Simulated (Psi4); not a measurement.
## Geometry relaxation, with input and output: InCl (part 2 of 4)

The same run, continued: InCl, SMILES [Cl][In]; MN15/def2-TZVPD, RKS, core potentials def2 (Psi4 1.11). The geometry comes from this level: PBE0-D4/def2-TZVP. The settings are looser than a standard set-up, so the numbers are not reference values.

Geometry of the input (Å):
```
Cl 0.0000  -0.0000  -0.0139
In -0.0000  0.0000  2.3996
```

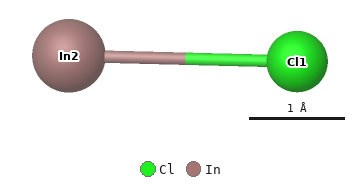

The structure as given in the input (ball-and-stick view, seen at a tilt; atoms are numbered from 1 in the order of the input). Sticks mark near contacts.

The program's output, continued
```
    J tasked:                  Yes
    K tasked:                  Yes
    wK tasked:                  No
    Memory [MiB]:             1138
    Schwarz Cutoff:          1E-12

  Cached 100.0% of DFT collocation blocks in 0.006 [GiB].

  Minimum eigenvalue in the overlap matrix is 1.6949975832E-03.
  Reciprocal condition number of the overlap matrix is 3.6357106642E-04.
    Using symmetric orthogonalization.

  ==> Pre-Iterations <==

  SCF Guess: Orbitals guess was supplied from a previous computation.

   -------------------------------------------------------
    Irrep   Nso     Nmo     Nalpha   Nbeta   Ndocc  Nsocc
   -------------------------------------------------------
     A        102     102      19      19      19       0
   -------------------------------------------------------
    Total     102     102      19      19      19       0
   -------------------------------------------------------

  ==> Iterations <==

                        Total Energy        Delta E     RMS |[F,P]|

   @RKS iter   0:  -649.83607861618736   -6.49836e+02   8.64876e-04
   @RKS iter   1:  -649.81749791841685    1.85807e-02   1.21266e-04 DIIS/ADIIS
   @RKS iter   2:  -649.81749455892373    3.35949e-06   1.44930e-04 DIIS/ADIIS
   @RKS iter   3:  -649.81759503707258   -1.00478e-04   1.36781e-05 DIIS
   @RKS iter   4:  -649.81759554540167   -5.08329e-07   4.33786e-06 DIIS
   @RKS iter   5:  -649.81759563439300   -8.89913e-08   1.47732e-06 DIIS
   @RKS iter   6:  -649.81759564632330   -1.19303e-08   2.17153e-07 DIIS
   @RKS iter   7:  -649.81759564670153   -3.78236e-10   6.94034e-08 DIIS
   @RKS iter   8:  -649.81759564672871   -2.71712e-11   2.07393e-08 DIIS
   @RKS iter   9:  -649.81759564673189   -3.18323e-12   2.44667e-09 DIIS
  Energy and wave function converged.

  ==> Post-Iterations <==

   Electrons on quadrature grid:
      Ntotal   =   38.0213499988 ; deviation = 2.135e-02

    Final Occupation by Irrep:
              A
    DOCC [    19 ]
    NA   [    19 ]
    NB   [    19 ]

  @RKS Final Energy:  -649.81759564673189

   => Energetics <=

    Nuclear Repulsion Energy =             80.0801064321239693
    One-Electron Energy =               -1129.6347100467503424
    Two-Electron Energy =                 425.0094936444277209
    DFT Exchange-Correlation Energy =     -25.2724856765333108
    Empirical Dispersion Energy =           0.0000000000000000
    VV10 Nonlocal Energy =                  0.0000000000000000
    Total Energy =                       -649.8175956467318883

Computation Completed

Properties will be evaluated at   0.000000,   0.000000,   0.000000 [a0]

Properties computed using the SCF density matrix

 Multipole Moments:

 ------------------------------------------------------------------------------------
     Multipole            Electronic (a.u.)      Nuclear  (a.u.)        Total (a.u.)
 ------------------------------------------------------------------------------------

 L = 1.  Multiply by 2.5417464519 to convert [e a0] to [Debye]
 Dipole X            :          0.0000000            0.0000000            0.0000000
 Dipole Y            :          0.0000000            0.0000000            0.0000000
 Dipole Z            :         37.4805046          -36.2603335            1.2201711
 Magnitude           :                                                    1.2201711

 ------------------------------------------------------------------------------------

	total time  =          3 seconds =       0.05 minutes

         ------------------------------------------------------------
                                   SCF GRAD
         ------------------------------------------------------------

  ==> Geometry <==

    Molecular point group: c1
    Full point group: C_inf_v

    Geometry (in Angstrom), charge = 0, multiplicity = 1:

       Center              X                  Y                   Z               Mass
    ------------   -----------------  -----------------  -----------------  -----------------
         CL           0.000000000000     0.000000000000    -1.808659334069    34.968852682000
         IN           0.000000000000     0.000000000000     0.550431738934   114.903878776000

  Nuclear repulsion =   80.080106432123969

   => Molecular Quadrature <=

    Radial Scheme          =       TREUTLER
    Pruning Scheme         =           NONE
    Nuclear Scheme         =       TREUTLER

    Blocking Scheme        =         OCTREE
    BS radius alpha        =              1
    Pruning alpha          =              1
    Radial Points          =             15
    Spherical Points       =             26
    Total Points           =            769
    Total Blocks           =             11
    Max Points             =            100
    Max Functions          =            102
    Weights Tolerance      =       1.00E-15

  -Total Gradient:
     Atom            X                  Y                   Z
    ------   -----------------  -----------------  -----------------
       1        0.000000000000    -0.000000000001     0.034248915999
       2       -0.000000000002     0.000000000000     0.033049702430

	total time  =         15 seconds =       0.25 minutes

    			-----------------------------------------

    			 OPTKING 3.0: for geometry optimizations

    			        with contributions from

    			-----------------------------------------

	                            ===> Fragment 1 <==

	 Z (Atomic Numbers)          Masses                          Geom
	      17.000000            34.968853          0.00000000  0.00000000 -3.41787080
	      49.000000            114.903879         0.00000000  0.00000000  1.04016524

	 - Coordinate -           - BOHR/RAD -       - ANG/DEG -
	 R(1,2)           =         4.458036           2.359091

	        --- Internal Coordinate Step in ANG or DEG, aJ/ANG or AJ/DEG ---
	-------------------------------------------------------------------------------
	           Coordinate      Previous         Force          Change          New
	           ----------      --------        ------          ------        ------
	               R(1,2)       2.35909        0.00494        0.00267       2.36176
	-------------------------------------------------------------------------------

	                                 ==> Convergence Check <==

	Measures of convergence in internal coordinates in au.

	Criteria marked as inactive (o), active & met (*), and active & unmet ( ).

	----------------------------------------------------------------------------------------------
	   Step    Total Energy     Delta E     Max Force     RMS Force      Max Disp      RMS Disp
	----------------------------------------------------------------------------------------------
	  Convergence Criteria              o    1.50e-05 *    1.00e-05 *    6.00e-05 *    4.00e-05 *
	----------------------------------------------------------------------------------------------
	     2    -649.81759565   -1.02e-03 o    6.00e-04      6.00e-04      5.04e-03      5.04e-03    ~
	----------------------------------------------------------------------------------------------

Next Geometry in Ang
	Fragment 1 (Ang)

	   Cl   0.0000000000   0.0000000000  -1.8099929973
	   In   0.0000000000   0.0000000000   0.5517654022

    Structure for next step:
    Molecular point group: c1
    Full point group: C_inf_v

    Geometry (in Angstrom), charge = 0, multiplicity = 1:

    CL           0.000000000000     0.000000000000    -1.810704310188
    IN           0.000000000000     0.000000000000     0.551054089280

gradient() will perform analytic gradient computation.

  ==> Geometry <==

    Molecular point group: c1
    Full point group: C_inf_v

    Geometry (in Angstrom), charge = 0, multiplicity = 1:

       Center              X                  Y                   Z               Mass
    ------------   -----------------  -----------------  -----------------  -----------------
         CL           0.000000000000     0.000000000000    -1.810704310188    34.968852682000
         IN           0.000000000000     0.000000000000     0.551054089280   114.903878776000

  Running in c1 symmetry.

  Rotational constants: A = ************  B =      0.11273  C =      0.11273 [cm^-1]
  Rotational constants: A = ************  B =   3379.50281  C =   3379.50281 [MHz]
  Nuclear repulsion =   79.989665433907049

  Charge       = 0
  Multiplicity = 1
  Electrons    = 38
  Nalpha       = 19
  Nbeta        = 19

  ==> Integral Setup <==

  Using in-core PK algorithm.
   Calculation information:
      Number of atoms:                   2
      Number of AO shells:              34
      Number of primitives:             61
      Number of atomic orbitals:       118
      Number of basis functions:       102

      Integral cutoff                 1.00e-12
      Number of threads:                 1

  Performing in-core PK
  Using 27599262 doubles for integral storage.
  We computed 166593 shell quartets total.
  Whereas there are 177310 unique shell quartets.

  ==> DiskJK: Disk-Based J/K Matrices <==

    J tasked:                  Yes
    K tasked:                  Yes
    wK tasked:                  No
    Memory [MiB]:             1138
    Schwarz Cutoff:          1E-12

  Cached 100.0% of DFT collocation blocks in 0.006 [GiB].

  Minimum eigenvalue in the overlap matrix is 1.7009610854E-03.
  Reciprocal condition number of the overlap matrix is 3.6497356294E-04.
    Using symmetric orthogonalization.

  ==> Iterations <==

                        Total Energy        Delta E     RMS |[F,P]|

   @RKS iter   0:  -649.81667598505680   -6.49817e+02   4.48440e-05
   @RKS iter   1:  -649.81758502401522   -9.09039e-04   6.01454e-06 DIIS
   @RKS iter   2:  -649.81758500941169    1.46035e-08   7.28058e-06 DIIS
   @RKS iter   3:  -649.81758526664009   -2.57228e-07   6.75026e-07 DIIS
   @RKS iter   4:  -649.81758526791555   -1.27545e-09   2.08846e-07 DIIS
   @RKS iter   5:  -649.81758526811973   -2.04182e-10   6.98073e-08 DIIS
   @RKS iter   6:  -649.81758526814644   -2.67164e-11   1.08029e-08 DIIS
   @RKS iter   7:  -649.81758526814735   -9.09495e-13   3.51085e-09 DIIS
  Energy and wave function converged.

  ==> Post-Iterations <==

   Electrons on quadrature grid:
      Ntotal   =   38.0212435752 ; deviation = 2.124e-02

    Final Occupation by Irrep:
              A
    DOCC [    19 ]
    NA   [    19 ]
    NB   [    19 ]

  @RKS Final Energy:  -649.81758526814735

   => Energetics <=

    Nuclear Repulsion Energy =             79.9896654339070494
    One-Electron Energy =               -1129.4557419736133852
    Two-Electron Energy =                 424.9205897460225856
    DFT Exchange-Correlation Energy =     -25.2720984744635082
    Empirical Dispersion Energy =           0.0000000000000000
    VV10 Nonlocal Energy =                  0.0000000000000000
    Total Energy =                       -649.8175852681472406

Computation Completed

Properties will be evaluated at   0.000000,   0.000000,   0.000000 [a0]

Properties computed using the SCF density matrix

 Multipole Moments:

 ------------------------------------------------------------------------------------
     Multipole            Electronic (a.u.)      Nuclear  (a.u.)        Total (a.u.)
 ------------------------------------------------------------------------------------

 L = 1.  Multiply by 2.5417464519 to convert [e a0] to [Debye]
 Dipole X            :         -0.0000000            0.0000000           -0.0000000
 Dipole Y            :          0.0000000            0.0000000            0.0000000
 Dipole Z            :         37.5285268          -36.3013316            1.2271952
 Magnitude           :                                                    1.2271952

 ------------------------------------------------------------------------------------

	total time  =          3 seconds =       0.05 minutes

         ------------------------------------------------------------
                                   SCF GRAD
         ------------------------------------------------------------

  ==> Geometry <==

    Molecular point group: c1
    Full point group: C_inf_v

    Geometry (in Angstrom), charge = 0, multiplicity = 1:

       Center              X                  Y                   Z               Mass
    ------------   -----------------  -----------------  -----------------  -----------------
         CL           0.000000000000     0.000000000000    -1.810704310188    34.968852682000
         IN           0.000000000000     0.000000000000     0.551054089280   114.903878776000

  Nuclear repulsion =   79.989665433907049

   => Molecular Quadrature <=

    Radial Scheme          =       TREUTLER
    Pruning Scheme         =           NONE
    Nuclear Scheme         =       TREUTLER

    Blocking Scheme        =         OCTREE
    BS radius alpha        =              1
    Pruning alpha          =              1
    Radial Points          =             15
    Spherical Points       =             26
    Total Points           =            769
    Total Blocks           =             11
    Max Points             =            100
    Max Functions          =            102
    Weights Tolerance      =       1.00E-15

  -Total Gradient:
     Atom            X                  Y                   Z
    ------   -----------------  -----------------  -----------------
       1        0.000000000001    -0.000000000000     0.032997059365
       2       -0.000000000000     0.000000000000     0.033255151708

	total time  =         16 seconds =       0.27 minutes

    			-----------------------------------------

    			 OPTKING 3.0: for geometry optimizations

    			        with contributions from

    			-----------------------------------------

	                            ===> Fragment 1 <==

	 Z (Atomic Numbers)          Masses                          Geom
	      17.000000            34.968853          0.00000000  0.00000000 -3.42173524
	      49.000000            114.903879         0.00000000  0.00000000  1.04134131

	 - Coordinate -           - BOHR/RAD -       - ANG/DEG -
	 R(1,2)           =         4.463077           2.361758

	        --- Internal Coordinate Step in ANG or DEG, aJ/ANG or AJ/DEG ---
	-------------------------------------------------------------------------------
	           Coordinate      Previous         Force          Change          New
	           ----------      --------        ------          ------        ------
	               R(1,2)       2.36176       -0.00106       -0.00058       2.36118
	-------------------------------------------------------------------------------

	                                 ==> Convergence Check <==

	Measures of convergence in internal coordinates in au.

	Criteria marked as inactive (o), active & met (*), and active & unmet ( ).

	----------------------------------------------------------------------------------------------
	   Step    Total Energy     Delta E     Max Force     RMS Force      Max Disp      RMS Disp
	----------------------------------------------------------------------------------------------
	  Convergence Criteria              o    1.50e-05 *    1.00e-05 *    6.00e-05 *    4.00e-05 *
	----------------------------------------------------------------------------------------------
	     3    -649.81758527    1.04e-05 o    1.29e-04      1.29e-04      1.10e-03      1.10e-03    ~
	----------------------------------------------------------------------------------------------

Next Geometry in Ang
	Fragment 1 (Ang)

	   Cl   0.0000000000   0.0000000000  -1.8104140554
	   In   0.0000000000   0.0000000000   0.5507638345

    Structure for next step:
    Molecular point group: c1
    Full point group: C_inf_v

    Geometry (in Angstrom), charge = 0, multiplicity = 1:

    CL           0.000000000000     0.000000000000    -1.810259247238
    IN           0.000000000000     0.000000000000     0.550918642671

gradient() will perform analytic gradient computation.

  ==> Geometry <==

    Molecular point group: c1
    Full point group: C_inf_v

    Geometry (in Angstrom), charge = 0, multiplicity = 1:

       Center              X                  Y                   Z               Mass
    ------------   -----------------  -----------------  -----------------  -----------------
         CL           0.000000000000     0.000000000000    -1.810259247238    34.968852682000
         IN           0.000000000000     0.000000000000     0.550918642671   114.903878776000

  Running in c1 symmetry.

  Rotational constants: A = ************  B =      0.11278  C =      0.11278 [cm^-1]
  Rotational constants: A = ************  B =   3381.16476  C =   3381.16476 [MHz]
  Nuclear repulsion =   80.009331366606503

  Charge       = 0
  Multiplicity = 1
  Electrons    = 38
  Nalpha       = 19
  Nbeta        = 19
```
